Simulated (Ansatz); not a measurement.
**Pressure series in hypothetical cubic perovskite CaHfSe3**

The parent structure is CaHfSe3 in the cubic perovskite structure (space group Pm-3m, No. 221; a hypothetical phase, not in the database extracts checked).

```
CaHfSe3
1.0
    5.12321     0.00000     0.00000
    0.00000     5.12321     0.00000
    0.00000     0.00000     5.12321
Ca Hf Se
1 1 3
Direct
  0.00000   0.00000   0.00000
  0.50000   0.50000   0.50000
  0.00000   0.50000   0.50000
  0.50000   0.50000   0.00000
  0.50000   0.00000   0.50000
```

Cell and atoms are relaxed at each pressure.

The values are results of PBEsol (Ansatz, a program for electronic structure), no spin-orbit coupling, not measurements.

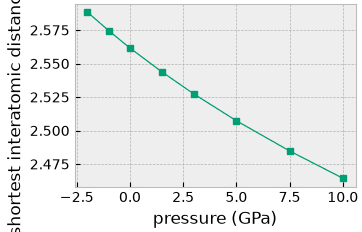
Shortest interatomic distance against pressure

### Question
From the plot, what is the shortest interatomic distance for pressure 10 GPa?

### Answer
About 2.46 Å.

### Question
Is the trend monotonic over the range shown?

### Answer
Yes, it falls throughout, spanning 2.464 Å to 2.588 Å.

Load acts through the strain it causes; cell and atoms are relaxed under it. No phonon test of stability was made. Competing high-pressure phases were not computed. All final runs are without spin polarisation. Many cubic perovskites are stable only at high temperature; tilts and polar distortions were not tested.
